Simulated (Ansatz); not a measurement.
Starting cell, SiC (wurtzite):

```
CELL_PARAMETERS angstrom
      6.15095     0.00000     0.00000
     -1.53774     2.66344     0.00000
      0.00000     0.00000     5.04859
ATOMIC_POSITIONS crystal
  Si 0.33333 0.33333 0.00050
  Si 0.83333 0.33333 0.00050
  Si 0.16667 0.66667 0.50050
  Si 0.66667 0.66667 0.50050
  C  0.33333 0.33333 0.62470
  C  0.83333 0.33333 0.62470
  C  0.16667 0.66667 0.12470
  C  0.66667 0.66667 0.12470
```

The atoms are displaced by Q × the pattern below (from a DFPT mode at M = (0.5, 0.0, 0.0), largest move 1; Q in Å), at fixed cell. (q is in reciprocal vectors of the primitive cell; the cell shown is doubled to hold the pattern.)

```
atom       x       y       z
----  ------  ------  ------
Si1    0.033   0.019  -0.999
Si2   -0.033  -0.019   0.999
Si3   -0.033  -0.019  -0.999
Si4    0.033   0.019   0.999
C5    -0.151  -0.087  -0.644
C6     0.151   0.087   0.644
C7     0.151   0.087  -0.644
C8    -0.151  -0.087   0.644
```

Level of theory: r2SCAN (plane waves to 500 eV, PAW, scalar-relativistic; Ansatz, a program for electronic structure). k mesh 6×12×7 (Γ-centred), Fermi-Dirac smearing 0.05 eV. E stands for the smeared free energy. SiC was relaxed with its symmetry unable to fall. The PAW data are Ansatz's earlier set. The zero of ΔE is the undisplaced structure.

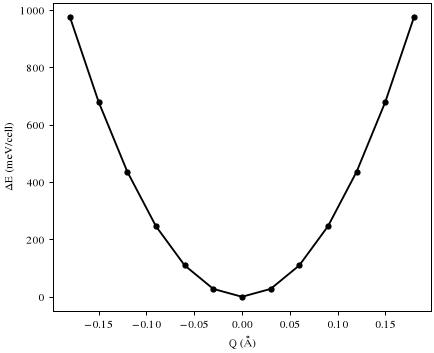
Fig. 1. ΔE (meV/cell) against Q (Å); one marker a computed point.

Question: What is the energy change at Q = 0.180 Å?

Answer: About 980 meV/cell.

Question: What harmonic wavenumber does the curvature at Q = 0 give?

Answer: About 350 cm⁻¹.

(For displaced atoms, the force is minus the slope of the energy, and its curvature is a force constant, which sets phonon frequencies.)
